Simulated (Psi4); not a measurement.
**PH3S (SMILES [PH3]=S): wB97X-V/def2-TZVP**

Aim: the energy change on altering one bond length of PH3S at wB97X-V/def2-TZVP, from 2 runs. 

The results are computed with Psi4 1.11.

3 further runs of the same task are left out: 3 that didn't finish.

### Step 1. The molecule

PH3S: 5 atoms, total charge 0, spin state singlet. As SMILES, `[PH3]=S`. The shape is that of a GFN2-xTB optimisation.

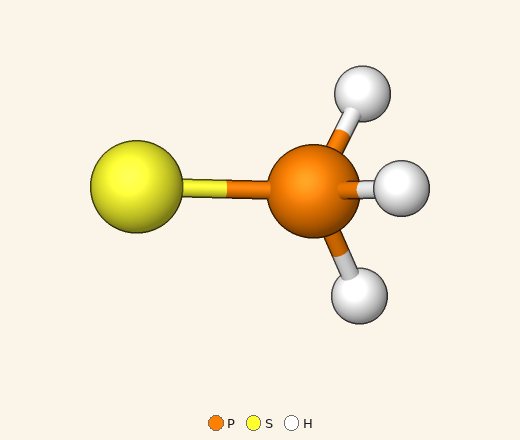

The structure, seen from a chosen angle (phosphorus orange, sulfur yellow, hydrogen white).

### Step 2. A single-point energy at wB97X-V/def2-TZVP

File calc.inp:

```
memory 1600 MB

molecule system {
  P
  S 1 R2
  H 1 R3 2 A3
  H 1 R4 3 A4 2 D4
  H 1 R5 4 A5 3 D5

  R2 = 1.913959
  R3 = 1.394277
  A3 = 118.24908
  R4 = 1.394265
  A4 = 99.55814
  D4 = 129.40777
  R5 = 1.394187
  A5 = 99.41518
  D5 = -101.32845
  units angstrom
  symmetry c1
  no_reorient
  no_com
}

set globals {
  basis def2-TZVP
  puream true
  e_convergence 1e-09
  d_convergence 1e-08
  scf_type pk
  dft_radial_points 99
  dft_spherical_points 590
}

energy_value, wavefunction = energy('wb97x-v', return_wfn=True)
print_variables()
```

Run with:

```bash
$ psi4 calc.inp calc.out -n 1
```

calc.out:

```text
[...]
  Running in c1 symmetry.
[...]
  Nuclear repulsion =   93.089252985908132
[...]
  Multiplicity = 1
[...]
  Nalpha       = 17
  Nbeta        = 17
[...]
    Number of basis functions: 92
[...]
   @RKS iter   1:  -741.17253467007208   -5.12400e-02   5.10399e-03 DIIS/ADIIS
[...]
   @RKS iter  11:  -741.25211088394838   -4.77485e-12   2.41345e-09 DIIS
[...]
    Orbital Energies [Eh]
    ---------------------
    Doubly Occupied:
       1A    -88.815522     2A    -77.149905     3A     -7.996190
       4A     -6.728201     5A     -5.952869     6A     -5.945219
       7A     -5.945218     8A     -4.881424     9A     -4.881420
      10A     -4.879637    11A     -0.895274    12A     -0.741975
      13A     -0.553689    14A     -0.553430    15A     -0.473530
      16A     -0.340383    17A     -0.340353
[...]
  @RKS Final Energy:  -741.25211088394838
   => Energetics <=
    Nuclear Repulsion Energy =             93.0892529859081321
    One-Electron Energy =               -1209.0586887258825755
    Two-Electron Energy =                 412.0673626712499527
    DFT Exchange-Correlation Energy =     -37.4902832504923680
    Empirical Dispersion Energy =           0.0000000000000000
    VV10 Nonlocal Energy =                  0.1402454352683697
    Total Energy =                       -741.2521108839483759
[...]
 Multipole Moments:
 ------------------------------------------------------------------------------------
     Multipole            Electronic (a.u.)      Nuclear  (a.u.)        Total (a.u.)
 ------------------------------------------------------------------------------------
 L = 1.  Multiply by 2.5417464519 to convert [e a0] to [Debye]
 Dipole X            :         -0.0023203            0.0020519           -0.0002684
 Dipole Y            :          0.0023020           -0.0020932            0.0002087
 Dipole Z            :          2.0669277           -3.5257166           -1.4587889
 Magnitude           :                                                    1.4587890
[...]
```

It took 80 s on 1 thread of AMD EPYC 7R43 (Zen 3), shared host; peak memory 0.75 GiB.

### Step 3. The distorted shape, same level

File input.inp:

```
memory 1600 mb

molecule {
  0 1
  P     -1.496598     1.114844    -1.316655
  S      1.261690    -0.941140     1.111260
  H     -2.671358     1.583374    -0.729775
  H     -2.036988     0.444864    -2.413505
  H     -1.074808     2.283824    -1.948585
  units angstrom
  symmetry c1
  no_reorient
  no_com
}

set {
  basis                def2-TZVP
  puream               true
  e_convergence        1e-09
  d_convergence        1e-08
  scf_type             pk
  dft_radial_points    99
  dft_spherical_points 590
}

E, wfn = energy('wb97x-v', return_wfn=True)
```

Run with:

```bash
$ psi4 -i input.inp -o input.out -n 1
```

input.out:

```text
[...]
  Running in c1 symmetry.
[...]
  Nuclear repulsion =   53.044682609102260
[...]
  Multiplicity = 1
[...]
  Nalpha       = 17
  Nbeta        = 17
[...]
    Number of basis functions: 92
[...]
   @RKS iter   1:  -741.00327945977585   -6.75540e-01   4.69397e-03 DIIS/ADIIS
[...]
   @RKS iter  11:  -741.08839775339322   -9.66338e-12   9.59082e-09 DIIS
[...]
    Orbital Energies [Eh]
    ---------------------
    Doubly Occupied:
       1A    -88.912955     2A    -77.077734     3A     -8.085625
       4A     -6.662845     5A     -6.055116     6A     -6.028853
       7A     -6.028853     8A     -4.816128     9A     -4.816126
      10A     -4.811513    11A     -0.790174    12A     -0.786928
      13A     -0.513979    14A     -0.513719    15A     -0.373138
      16A     -0.367464    17A     -0.367463
[...]
  @RKS Final Energy:  -741.08839775339322
   => Energetics <=
    Nuclear Repulsion Energy =             53.0446826091022601
    One-Electron Energy =               -1128.8631144795876935
    Two-Electron Energy =                 371.9313543460531264
    DFT Exchange-Correlation Energy =     -37.3449200447672709
    Empirical Dispersion Energy =           0.0000000000000000
    VV10 Nonlocal Energy =                  0.1435998158064399
    Total Energy =                       -741.0883977533932239
[...]
 Multipole Moments:
 ------------------------------------------------------------------------------------
     Multipole            Electronic (a.u.)      Nuclear  (a.u.)        Total (a.u.)
 ------------------------------------------------------------------------------------
 L = 1.  Multiply by 2.5417464519 to convert [e a0] to [Debye]
 Dipole X            :         14.7914332          -15.2030054           -0.4115722
 Dipole Y            :        -10.9872484           11.2939142            0.3066658
 Dipole Z            :         12.9820766          -13.3443577           -0.3622811
 Magnitude           :                                                    0.6282382
[...]
```

It took 80 s on 1 thread of AMD EPYC 7R43 (Zen 3), shared host; peak memory 0.94 GiB.

### Step 4. What came out

At wB97X-V/def2-TZVP:

```
                                                         quantity          value
                                        first shape: total energy  -741.25211 Eh
                                       first shape: dipole moment         3.71 D
                                         first shape: HOMO energy       -9.26 eV
                                         first shape: LUMO energy        2.19 eV
                                       first shape: HOMO–LUMO gap       11.46 eV
                                    distorted shape: total energy  -741.08840 Eh
                                   distorted shape: dipole moment         1.60 D
                                     distorted shape: HOMO energy      -10.00 eV
                                     distorted shape: LUMO energy       -3.40 eV
                                   distorted shape: HOMO–LUMO gap        6.60 eV
energy change with the P1–S2 bond stretched from 1.914 to 4.211 Å       4.455 eV
```

With the P1–S2 bond stretched from 1.914 to 4.211 Å the energy rises by 4.45 eV (430 kJ/mol). The first shape isn't relaxed at this level, so the change isn't measured from a minimum. A restricted reference can't describe the breaking bond well at this length.
